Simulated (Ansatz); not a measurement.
H$_{3}$OSi$_{2}$ (charge +1)

```xyz
6

O    -0.9678   -0.2728   -0.3267
Si    0.8456   -1.2232    0.5478
Si    0.7485    1.0611    0.1555
H    -1.2336   -0.4419   -1.2439
H     1.3275   -0.2524   -0.7779
H    -1.7648   -0.2124    0.2223
```

Geometry: PBE0-D4/def2-TZVP.

These are results of Ansatz, RKS PBE0-D4/def2-TZVPP, not measurements.

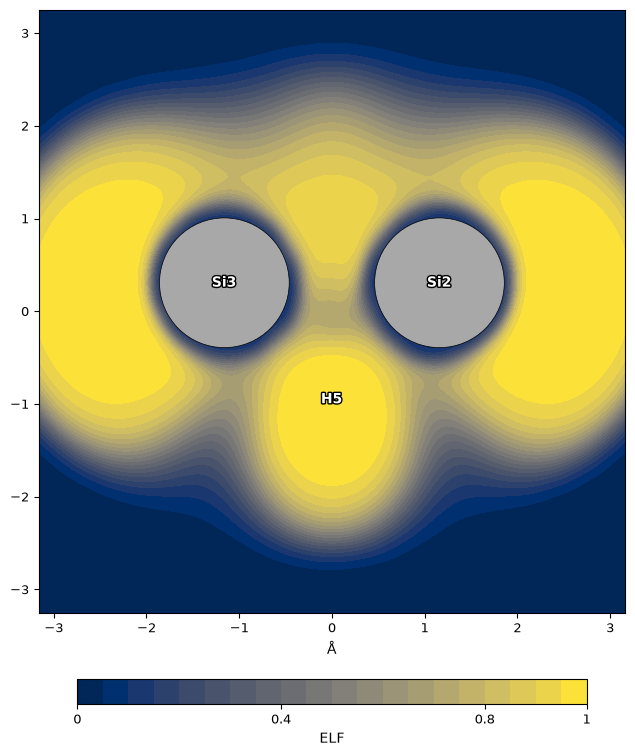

Figure 1. ELF on the plane of atoms Si3, Si2 and H5. Grey discs cover the atomic cores.

Q: Read the bonding off the picture.

A: The section cuts through Si and H sites. Si–Si (2.32 Å): the ELF peaks at about 0.85 between the atoms; localised, covalent bonding. Si–H (1.71 Å): the ELF climbs to about 1 towards the hydrogen, as it does in any bond to H. The ELF also peaks beside Si3 and Si2, away from the bonds: lone-pair regions.

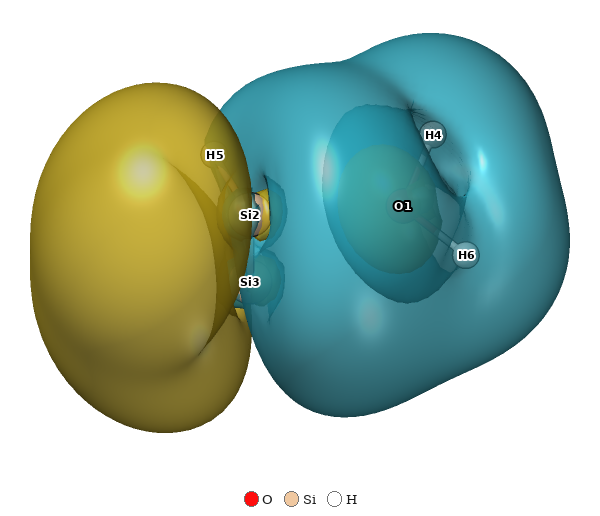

Figure 2. The LUMO at ±0.05 Å⁻³ᐟ² (yellow and cyan are the two phases), seen at an oblique angle.

Q: Where does this orbital lie, and at what energy?

A: By Hirshfeld shares it lies mainly on Si2 (about 40 %), Si3 (about 40 %) and O1 (about 10 %). Its energy is −7.87 eV.

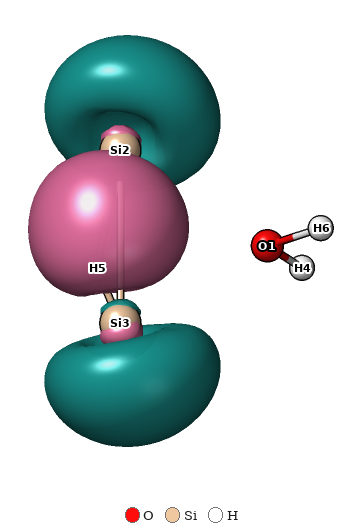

Figure 3. The HOMO at ±0.15 Å⁻³ᐟ² (teal and pink are the two phases), seen at a tilt.

Q: Where does this orbital lie, and at what energy?

A: By Hirshfeld shares it lies mainly on Si2 (about 50 %) and Si3 (about 50 %). Its energy is −11.08 eV.
